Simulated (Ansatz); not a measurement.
# CAM-B3LYP/def2-TZVP (core potential) run of GeTe (SMILES [Ge][Te])

Aim: the vertical ionisation energy of GeTe at CAM-B3LYP/def2-TZVP (core potential), from 2 runs. 

Program for the calculation: Ansatz 0.2.0.

37 further runs of the same task are left out: 1 that didn't finish, 36 set aside as unsound or not needed.

### 1 Starting point

GeTe has 2 atoms, charge 0, and is taken as a singlet. As SMILES, `[Ge][Te]`. The bond length is the measured one.

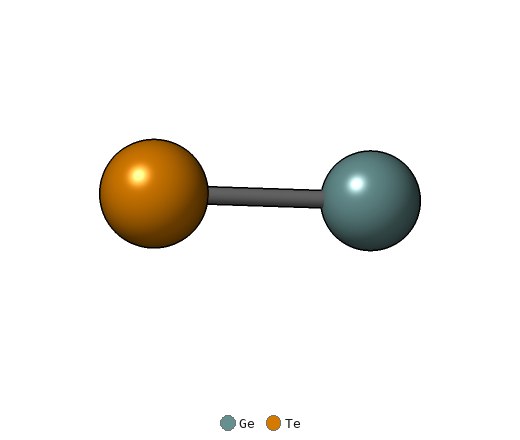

The structure, seen from a chosen angle (germanium teal, tellurium orange).

### 2 A single-point energy at CAM-B3LYP/def2-TZVP (core potential)

The input, input.yaml:

```yaml
crystal:
  periodic: [false, false, false]
  atoms:
    - {symbol: Ge, position_ang: [0.000000, 0.000000, 0.000000]}
    - {symbol: Te, position_ang: [0.000000, 0.000000, 2.340165]}
basis:
  gaussian:
    orbitals: def2-TZVP
hamiltonian:
  xc: {name: CAM-B3LYP}
accuracy: high
output: {orbitals: {seedname: orbitals}}
```

Started as:

```console
$ ansatz run input.yaml --threads 1 --pin off --max-ram 3480MiB --events-out events.jsonl --progress --plain --runs-dir runs
```

The log of the run:

```text
Warning: RAYON_NUM_THREADS=1 ignored (pool sized by the plan → 1); use --threads N
Functional definition: CAM-B3LYP
  name "CAM-B3LYP"
  parameter alpha = 0.19
  parameter beta = 0.46
  parameter omega = 0.33/bohr
  parameter ac = 0.81
  exchange = (1 - alpha - beta)*b88_x + beta*b88_x_sr(omega) + alpha*exact_x + beta*exact_x_lr(omega)
  correlation = (1 - ac)*vwn5_c + ac*lyp_c
1505 factors; integrals over basis functions are off by at most 4.6e-9 eV
337 factors; integrals over basis functions are off by at most 1.3e-9 eV
mean field evaluation 1: about -63814.2565 eV, gradient 2.0e1 eV
mean field evaluation 2: about -63811.1784 eV, gradient 4.0e1 eV
mean field evaluation 4: about -63815.3947 eV, gradient 1.2e0 eV
mean field evaluation 8: about -63815.4322 eV, gradient 7.1e-2 eV
mean field evaluation 16: about -63815.4323 eV, gradient 1.3e-5 eV
mean field -63815.43225835 eV, -2345.1738798409 hartree, gradient 3.7e-8 eV, S^2 0.000000; 0 other end points of the search recorded, 0 dependent functions left out
reference -63815.43227054 eV, -2345.1738802889 hartree; 28, 28 occupied and 70, 70 virtual orbitals, 1505 factors
Total energy: -63815.43227054 eV, -2345.1738802889 hartree
```

It took 9 s on 1 thread of Arm Neoverse V1, shared host; peak memory 0.31 GiB.

### 3 The doublet cation, same level

The input, job.yaml:

```yaml
crystal:
  periodic: [false, false, false]
  atoms:
    - symbol: Ge
      position_ang: [0.000000, 0.000000, 0.000000]
    - symbol: Te
      position_ang: [0.000000, 0.000000, 2.340165]
basis:
  gaussian: {orbitals: def2-TZVP}
accuracy: high
output: {orbitals: {seedname: orbitals}}
total_charge: 1
hamiltonian: {xc: {name: CAM-B3LYP}}
magnetization: {spin_polarized: true, initial_magnetization: 1}
```

Started as:

```console
$ ansatz run job.yaml --threads 1 --pin off --max-ram 3480MiB --events-out events.jsonl --progress --plain --runs-dir runs
```

The log of the run:

```text
Warning: RAYON_NUM_THREADS=1 ignored (pool sized by the plan → 1); use --threads N
[... 8 set-up lines as earlier in the session ...]
1505 factors; integrals over basis functions are off by at most 4.6e-9 eV
337 factors; integrals over basis functions are off by at most 1.3e-9 eV
mean field evaluation 1: about -63802.8470 eV, gradient 2.1e1 eV
mean field evaluation 2: about -63792.1554 eV, gradient 4.7e1 eV
mean field evaluation 4: about -63805.9056 eV, gradient 2.1e0 eV
mean field evaluation 8: about -63805.9656 eV, gradient 1.4e-1 eV
mean field evaluation 16: about -63805.9658 eV, gradient 1.5e-3 eV
mean field evaluation 32: about -63805.9658 eV, gradient 8.0e-7 eV
mean field evaluation 64: about -63805.9231 eV, gradient 3.5e-1 eV
mean field -63806.38064533 eV, -2344.8412391976 hartree, gradient 1.3e-8 eV, S^2 0.753938; 4 other end points of the search recorded, 0 dependent functions left out
reference -63806.38065820 eV, -2344.8412396708 hartree; 28, 27 occupied and 70, 71 virtual orbitals, 1505 factors
Total energy: -63806.38065820 eV, -2344.8412396708 hartree
```

Run time: 41 s. Hardware: 1 thread of Arm Neoverse V1, shared host; peak memory 0.46 GiB.

### 4 Summary of results

Level: CAM-B3LYP/def2-TZVP (core potential).

```
                                          quantity           value
                        singlet GeTe: total energy  -2345.17388 Eh
                         singlet GeTe: HOMO energy        -8.12 eV
                         singlet GeTe: LUMO energy        -1.61 eV
                       singlet GeTe: HOMO–LUMO gap         6.51 eV
                      doublet cation: total energy  -2344.84124 Eh
doublet cation: HOMO energy (highest over α and β)       -14.33 eV
 doublet cation: LUMO energy (lowest over α and β)       -10.05 eV
                              doublet cation: ⟨S²⟩           0.754
vertical ionisation energy (to the doublet cation)        9.052 eV
```

In words: Removing an electron at fixed nuclei costs 9.05 eV (209 kcal/mol). The negative HOMO energy of the first species, 8.12 eV, lies 0.93 eV below that difference.
